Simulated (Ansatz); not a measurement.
# Si2H4 (SMILES [SiH][SiH3]): UBLYP/STO-3G

Aim: the electronic atomisation energy of Si2H4 at UBLYP/STO-3G, from 3 runs. 

The results are computed with Ansatz 0.2.0.

29 further runs of the same task are left out: 29 set aside as unsound or not needed.

## (1) The structure to begin with

Si2H4: 6 atoms, total charge 0, spin state triplet. As SMILES, `[SiH][SiH3]`. Geometry: relaxed at GFN2-xTB.

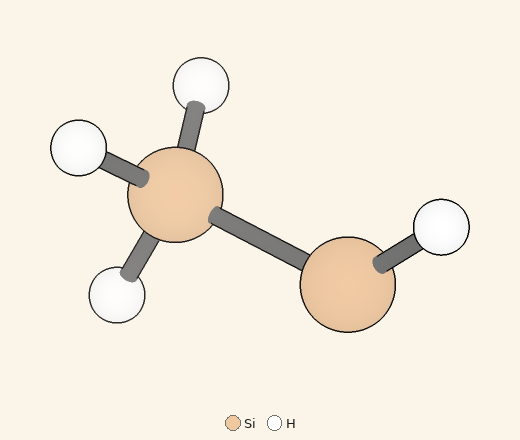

Viewed from a chosen angle; silicon light orange, hydrogen white.

## (2) A single-point energy at UBLYP/STO-3G

The input, input.yaml:

```yaml
crystal:
  periodic: [false, false, false]
  atoms:
    - {symbol: Si, position_ang: [0.322720, -1.575880, 0.287350]}
    - {symbol: Si, position_ang: [-0.300130, 0.523270, -0.245660]}
    - {symbol: H, position_ang: [1.427930, -2.017820, 1.155760]}
    - {symbol: H, position_ang: [-1.456530, 0.376070, -1.136010]}
    - {symbol: H, position_ang: [0.714920, 1.325330, -0.951090]}
    - {symbol: H, position_ang: [-0.708920, 1.369020, 0.889660]}
basis:
  gaussian:
    orbitals: STO-3G
magnetization:
  spin_polarized: true
  initial_magnetization: 2
hamiltonian:
  xc: {name: BLYP}
accuracy: high
```

Started as:

```
$ ansatz run input.yaml --threads 1 --pin off --max-ram 2610MiB --events-out events.jsonl --progress --plain --runs-dir runs
```

The log of the run:

```text
Warning: RAYON_NUM_THREADS=1 ignored (pool sized by the plan → 1); use --threads N
Functional definition: BLYP
  name "BLYP"
  parameter beta = 0.0042
  parameter a = 0.04918
  parameter b = 0.132
  parameter c = 0.2533
  parameter d = 0.349
  exchange = b88_x(beta = beta)
  correlation = lyp_c(a = a, b = b, c = c, d = d)
388 factors; integrals over basis functions are off by at most 6.1e-9 eV
mean field evaluation 1: about -15630.5574 eV, gradient 1.2e1 eV
mean field evaluation 2: about -15630.5988 eV, gradient 1.2e1 eV
mean field evaluation 4: about -15631.7209 eV, gradient 2.7e-1 eV
mean field evaluation 8: about -15631.6587 eV, gradient 3.0e-3 eV
mean field evaluation 16: about -15631.6587 eV, gradient 1.3e-7 eV
mean field -15631.65871500 eV, -574.4528622574 hartree, gradient 2.2e-8 eV, S^2 2.001194; 0 other end points of the search recorded, 0 dependent functions left out
reference -15631.65875535 eV, -574.4528637402 hartree; 17, 15 occupied and 5, 7 virtual orbitals, 388 factors
Total energy: -15631.65875535 eV, -574.4528637402 hartree
```

Wall time 1.3 s (1 thread of AMD EPYC 9R14 (Zen 4), shared host); peak memory 0.16 GiB.

## (3) The H atom

The input, in.yaml:

```yaml
crystal:
  periodic: [false, false, false]
  atoms:
    - {symbol: H, position_ang: [0.000000, 0.000000, 0.000000]}
basis:
  gaussian:
    orbitals: STO-3G
magnetization:
  spin_polarized: true
  initial_magnetization: 1
hamiltonian:
  xc: {name: BLYP}
accuracy: high
```

Started as:

```
$ ansatz run in.yaml --threads 1 --pin off --max-ram 2610MiB --events-out events.jsonl --progress --plain --runs-dir runs
```

The log of the run, shortened:

```text
Warning: RAYON_NUM_THREADS=1 ignored (pool sized by the plan → 1); use --threads N
[... 9 set-up lines as earlier in the session ...]
1 factors; integrals over basis functions are off by at most 4.6e-10 eV
mean field evaluation 1: about -12.5918 eV, gradient 0.0e0 eV
mean field evaluation 2: about -12.5918 eV, gradient 0.0e0 eV
mean field -12.59181263 eV, -0.4627405790 hartree, gradient 0.0e0 eV, S^2 0.750000; 0 other end points of the search recorded, 0 dependent functions left out
reference -12.59183075 eV, -0.4627412451 hartree; 1, 0 occupied and 0, 1 virtual orbitals, 1 factors
Total energy: -12.59183075 eV, -0.4627412451 hartree
```

Run time: 0.08 s. Hardware: 1 thread of AMD EPYC 9R14 (Zen 4), shared host.

## (4) The Si atom

The input, run.yaml:

```yaml
crystal:
  periodic: [false, false, false]
  atoms:
    - {symbol: Si, position_ang: [0.000000, 0.000000, 0.000000]}
basis:
  gaussian: {orbitals: STO-3G}
magnetization: {spin_polarized: true, initial_magnetization: 2}
hamiltonian: {xc: {name: BLYP}}
accuracy: high
```

Run the same way, it converges to -285.90455 Eh (log not shown).

## (5) Results

At UBLYP/STO-3G:

| quantity | value |
| --- | --- |
| molecule: total energy | -574.45286 Eh |
| molecule: ⟨S²⟩ | 2.001 |
| H atom: total energy | -0.46274 Eh |
| H atom: ⟨S²⟩ | 0.750 |
| Si atom: total energy | -285.90455 Eh |
| Si atom: ⟨S²⟩ | 2.000 |
| electronic atomisation energy | 21.573 eV |

What this shows: Taking the molecule apart into free atoms costs 21.57 eV (497 kcal/mol), before zero-point energy and without spin-orbit coupling. In a minimal basis such a difference can be off by several eV, whatever the method.
